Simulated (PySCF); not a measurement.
C5H6ClO2 (SMILES [CH2]/C(CO)=C(/Cl)C=O) (doublet)

```xyz
14

C     0.0922   -1.5079   -0.3496
C    -0.1408   -0.1751   -0.2308
C    -1.5740    0.3034   -0.4066
O    -2.4083   -0.1617    0.6292
C     0.8916    0.7389    0.1006
Cl    0.5346    2.4042    0.2959
C     2.2831    0.4149    0.2991
O     2.7870   -0.6885    0.2297
H    -0.7240   -2.1692   -0.5846
H     1.0685   -1.9307   -0.1994
H    -1.9853   -0.1285   -1.3226
H    -1.6225    1.3953   -0.4852
H    -2.1039    0.2039    1.4673
H     2.9011    1.3007    0.5350
```

Geometry: GFN2-xTB.

All numbers below come from UKS B3LYP, pcH-1 on C Cl H O, non-relativistic, mean-field spin-orbit, GIAO (PySCF 2.14.0, density-fitted response routines).

What can the converged electron density, electron localisation function and spin density tell about the bonding?

C–O (1.21 Å): ρ at the midpoint is about 3.2 e/Å³; the ELF peaks at about 0.85 between the atoms (a short, multiple covalent bond).
C–C (1.36 Å): ρ is about 2.2 e/Å³ halfway; the ELF peaks at about 0.95 between the atoms (a covalent bond).
C–Cl (1.71 Å): ρ is about 1.5 e/Å³ halfway; the ELF peaks at about 0.90 between the atoms, as expected for a covalent bond.
C–C (1.42 Å): ρ is about 2 e/Å³ halfway; the ELF peaks at about 0.95 between the atoms (a covalent bond).
The unpaired spin (1 electron) lies mostly on C1 (about 0.3), C5 (about 0.3), O8 (about 0.2) and Cl6 (about 0.1), in electrons by Hirshfeld's partition.

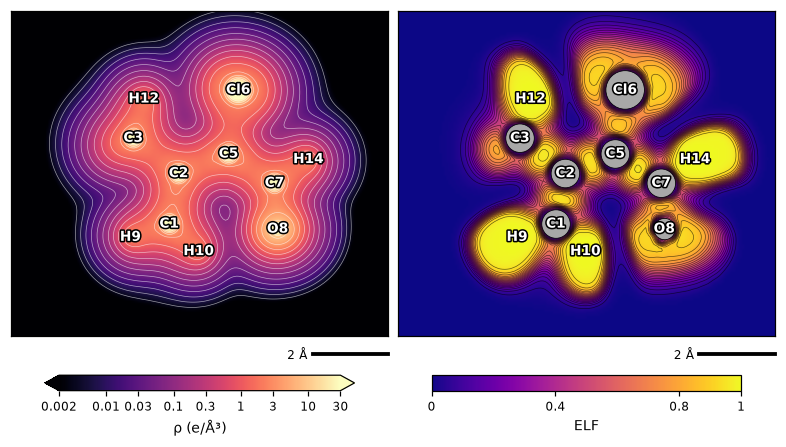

Computed electron density and electron localisation function on the plane of atoms C1, C2 and C5, in this order. Grey discs cover the atomic cores in the ELF map. 
